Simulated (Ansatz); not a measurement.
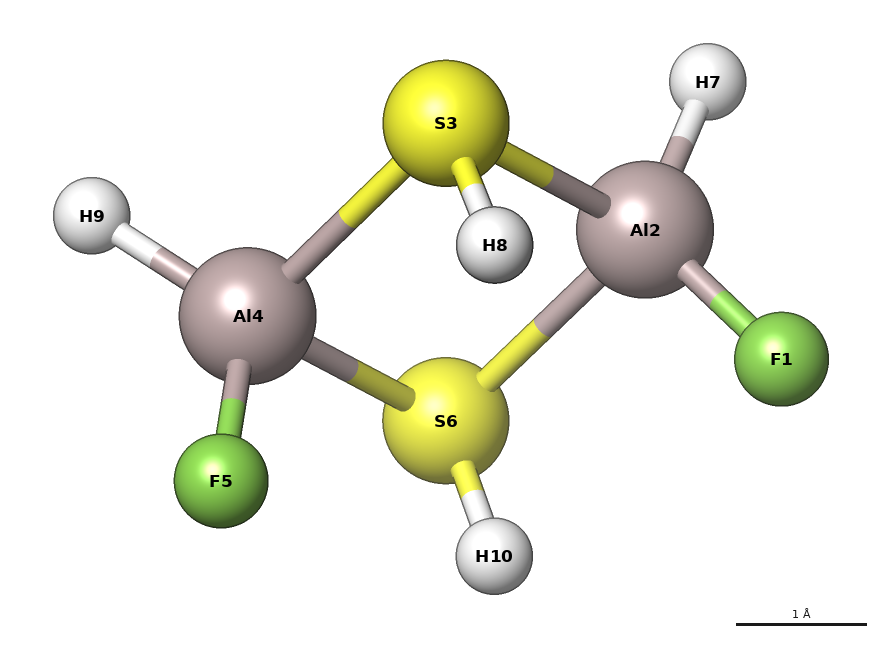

Atoms carry their numbers in the input. The computed structure is the end point of a PBE-D4/def2-SVP optimisation. No frequency run is at hand to confirm it as a minimum.

List the bonds and their lengths.

```
  bond  length (Å)
F1–Al2       1.688
Al2–S3       2.389
Al2–S6       2.390
Al2–H7       1.583
S3–Al4       2.389
 S3–H8       1.367
Al4–F5       1.688
Al4–S6       2.389
Al4–H9       1.583
S6–H10       1.367
```
